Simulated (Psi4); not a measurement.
# MP2/aug-cc-pVDZ run of [NO3]− (nitrate)

Aim: the vertical ionisation energy of [NO3]− (nitrate) at MP2/aug-cc-pVDZ, from 2 runs. 

Program for the calculation: Psi4 1.11.

1 further run of the same task is left out (set aside as unsound or not needed).

### Step 1. The system as given

[NO3]− has 4 atoms, charge -1, and is taken as a singlet. SMILES: `O=[N+]([O-])[O-]`. The shape is that of a PBE0-D4/def2-TZVPD optimisation.

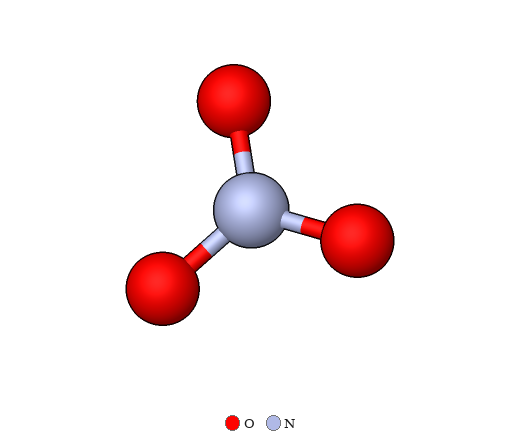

The structure, seen from a chosen angle (oxygen red, nitrogen light blue).

### Step 2. The energy at MP2/aug-cc-pVDZ

File no3.xyz:

```xyz
4
NO3
O      0.296520     0.524040     1.091530
N      0.000000     0.000000     0.000000
O      0.470440    -1.113360    -0.305120
O     -0.766950     0.589330    -0.786420
```

File no3.py:

```python
import psi4

psi4.set_memory(2200000000)
psi4.set_num_threads(1)
psi4.core.set_output_file('psi4.out', False)

with open('no3.xyz') as f:
    atoms = ''.join(f.readlines()[2:])
geom = psi4.geometry('-1 1\n' + atoms + 'symmetry c1')

psi4.set_options({
    'basis': 'aug-cc-pVDZ',
    'reference': 'rhf',
    'puream': True,
    'e_convergence': 1e-09,
    'd_convergence': 1e-08,
    'scf_type': 'pk',
    'num_frozen_docc': 4,
    'mp2_type': 'conv',
})

result = psi4.energy("mp2", molecule=geom)
print(f'mp2 energy: {result:.10f} Eh')
```

Started as:

```sh
$ python no3.py
```

psi4.out:

```text
[...]
  Running in c1 symmetry.
[...]
  Nuclear repulsion =  118.372543486432107
[...]
  Multiplicity = 1
[...]
  Nalpha       = 16
  Nbeta        = 16
[...]
    Number of basis functions: 92
[...]
   @RHF iter   1:  -278.76071504051492   -6.20971e-01   8.36879e-03 ADIIS/DIIS
[...]
   @RHF iter  10:  -278.97574142406091   -4.97948e-11   9.33016e-09 DIIS
[...]
    Orbital Energies [Eh]
    ---------------------
    Doubly Occupied:
       1A    -20.365968     2A    -20.365968     3A    -20.365889
       4A    -15.667846     5A     -1.411883     6A     -1.152833
       7A     -1.152832     8A     -0.642114     9A     -0.518819
      10A     -0.516961    11A     -0.516961    12A     -0.295806
      13A     -0.295805    14A     -0.242400    15A     -0.242400
      16A     -0.225750
[...]
  @RHF Final Energy:  -278.97574142406091
   => Energetics <=
    Nuclear Repulsion Energy =            118.3725434864321073
    One-Electron Energy =                -626.7360998588809480
    Two-Electron Energy =                 229.3878149483879270
    Total Energy =                       -278.9757414240609137
[...]
 Multipole Moments:
 ------------------------------------------------------------------------------------
     Multipole            Electronic (a.u.)      Nuclear  (a.u.)        Total (a.u.)
 ------------------------------------------------------------------------------------
 L = 1.  Multiply by 2.5417464519 to convert [e a0] to [Debye]
 Dipole X            :         -0.0000037            0.0000000           -0.0000037
 Dipole Y            :         -0.0000010            0.0000000           -0.0000009
 Dipole Z            :          0.0000043           -0.0000000            0.0000043
 Magnitude           :                                                    0.0000057
[...]
	SCS-MP2 Total Energy (a.u.)        :  -279.72342824556210
	SOS-MP2 Total Energy (a.u.)        :  -279.64909998031305
	SCSN-MP2 Total Energy (a.u.)       :  -279.36819466457592
[...]
	SOS-PI-MP2 Total Energy (a.u.)     :  -279.76132640635507
[...]
	MP2 Total Energy (a.u.)            :  -279.75985835001819
[...]
```

The script printed:

```text
mp2 energy: -279.7598583500 Eh
```

Run time: 4.5 s. Hardware: 1 thread of Intel Xeon 6975P-C (Granite Rapids), shared host; peak memory 0.48 GiB.

### Step 3. Doublet neutral NO3 at the same level

no3.xyz is that of step 2.

File no3_ase.py:

```python
import numpy as np
from ase.calculators.psi4 import Psi4
from ase.io import read

a = read('no3.xyz')
calc = Psi4(atoms=a, method='mp2', basis='aug-cc-pVDZ', memory='2200MB', num_threads=1, charge=0, multiplicity=2, label='psi4-calc', reference='uhf')
calc.psi4.set_options({'puream': True, 'e_convergence': 1e-09, 'd_convergence': 1e-08, 'scf_type': 'pk', 'num_frozen_docc': 4, 'mp2_type': 'conv', 'maxiter': 100})
a.calc = calc

print(f'energy: {a.get_potential_energy():.6f} eV')
```

Started as:

```sh
$ python no3_ase.py
```

psi4-calc.dat:

```text
[...]
  Running in c1 symmetry.
[...]
  Nuclear repulsion =  118.372543486432107
[...]
  Multiplicity = 2
[...]
  Nalpha       = 16
  Nbeta        = 15
[...]
    Number of basis functions: 92
[...]
   @UHF iter   1:  -278.62821648129301   -4.88472e-01   7.32295e-03 ADIIS/DIIS
[...]
   @UHF iter  16:  -278.80817582916114    1.25056e-12   5.68693e-09 DIIS
[...]
   @S^2 Observed:                7.988338305E-01
[...]
    Orbital Energies [Eh]
    ---------------------
    Alpha Occupied:
       1A    -20.737501     2A    -20.737500     3A    -20.737419
       4A    -15.992080     5A     -1.749884     6A     -1.507576
       7A     -1.507575     8A     -0.980117     9A     -0.858561
      10A     -0.858561    11A     -0.835897    12A     -0.664084
      13A     -0.664083    14A     -0.618538    15A     -0.585642
      16A     -0.585640
    Alpha Virtual:
      17A      0.039327    18A      0.079004    19A      0.112880
      20A      0.112880    21A      0.148031    22A      0.214030
      23A      0.214030    24A      0.217263    25A      0.226840
[...]
  @UHF Final Energy:  -278.80817582916114
   => Energetics <=
    Nuclear Repulsion Energy =            118.3725434864321073
    One-Electron Energy =                -616.5221314904272276
    Two-Electron Energy =                 219.3414121748339483
    Total Energy =                       -278.8081758291612005
  UHF NO Occupations:
  HONO-2 :   14  A 1.9891174
  HONO-1 :   15  A 1.9891171
[...]
 Multipole Moments:
 ------------------------------------------------------------------------------------
     Multipole            Electronic (a.u.)      Nuclear  (a.u.)        Total (a.u.)
 ------------------------------------------------------------------------------------
 L = 1.  Multiply by 2.5417464519 to convert [e a0] to [Debye]
 Dipole X            :         -0.0000013            0.0000000           -0.0000013
 Dipole Y            :         -0.0000038            0.0000000           -0.0000037
 Dipole Z            :          0.0000064           -0.0000000            0.0000063
 Magnitude           :                                                    0.0000075
[...]
	SCS-MP2 Total Energy (a.u.)        :  -279.58298906550044
	SOS-MP2 Total Energy (a.u.)        :  -279.50123990833612
	SCSN-MP2 Total Energy (a.u.)       :  -279.23981137898892
[...]
	SOS-PI-MP2 Total Energy (a.u.)     :  -279.61675058819861
[...]
	MP2 Total Energy (a.u.)            :  -279.63097669996665
[...]
```

On the terminal:

```text
energy: -7609.146451 eV
```

Wall time 5.7 s (1 thread of Intel Xeon 6975P-C (Granite Rapids), shared host); peak memory 0.49 GiB.

### Step 4. Results

At MP2/aug-cc-pVDZ, 4 core orbitals frozen:

| quantity | value |
| --- | --- |
| singlet [NO3]−: total energy | -279.75986 Eh |
| singlet [NO3]−: HOMO energy (Hartree–Fock orbitals) | -6.14 eV |
| singlet [NO3]−: LUMO energy (Hartree–Fock orbitals) | 6.85 eV |
| singlet [NO3]−: HOMO–LUMO gap (to an unbound level, set by the basis) | 12.99 eV |
| singlet [NO3]−: correlation energy (4 core orbitals frozen) | -784.1 mEh |
| doublet neutral NO3: total energy | -279.63098 Eh |
| doublet neutral NO3: HOMO energy (Hartree–Fock orbitals) (highest over α and β) | -12.83 eV |
| doublet neutral NO3: LUMO energy (Hartree–Fock orbitals) (lowest over α and β) | -3.12 eV |
| doublet neutral NO3: correlation energy (4 core orbitals frozen) | -822.8 mEh |
| doublet neutral NO3: ⟨S²⟩ of the reference determinant | 0.799 |
| vertical detachment energy (to the doublet neutral) | 3.507 eV |

**Reading.** Removing an electron at fixed nuclei costs 3.51 eV (338 kJ/mol).
